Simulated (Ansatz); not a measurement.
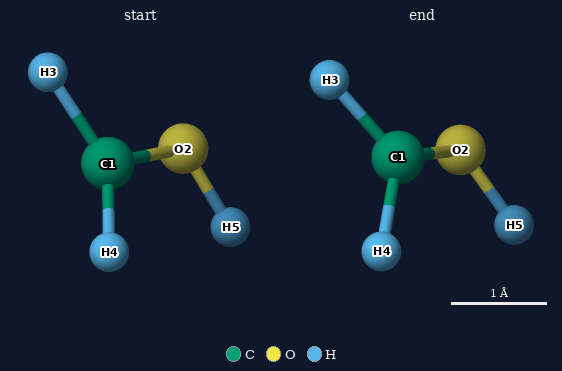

The structure of CH3O (multiplicity 2) (coarse preliminary run) before (left) and after (right) a relaxation, at one scale.

A ball-and-stick model, seen from a free direction.

The start comes from a force field.

Computed with Ansatz 0.2.0, UKS PBE-D4/def2-SVP.

Input file:
```yaml
crystal:
  periodic: [false, false, false]
  atoms:
    - {symbol: C, position_ang: [-0.308800, -0.338900, -0.080800]}
    - {symbol: O, position_ang: [0.256800, 0.878300, 0.175600]}
    - {symbol: H, position_ang: [-1.458900, -0.230200, -0.221300]}
    - {symbol: H, position_ang: [0.333600, -1.161500, -0.170800]}
    - {symbol: H, position_ang: [1.227100, 0.778600, 0.255900]}
basis:
  gaussian: {orbitals: def2-SVP}
magnetization: {spin_polarized: true, initial_magnetization: 1}
hamiltonian: {xc: pbe, dispersion: d4}
relax: {f_tol: 0.03, max_steps: 200}
```

> What changed between the two?

Over 6 accepted moves (8 points after the start) the energy falls by 17.4 kJ/mol. The largest force component goes from 2.8 to 0.02 eV/Å. The line search rejected the trial steps at points 4, 5 of the run. The largest move after the best rigid fit is that of C1, 0.12 Å. By element the largest moves are C 0.12 Å, H 0.09 Å, O 0.07 Å. Among the contacts that change: C1–H3 1.164 → 1.100 Å, C1–H4 1.048 → 1.104 Å, O2–H5 0.979 → 0.974 Å. Bond angles that change, for instance: H3–C1–H4 132.0° → 120.1°, O2–C1–H3 110.4° → 113.5°. The run took of the order of 11 core-seconds on a shared host.
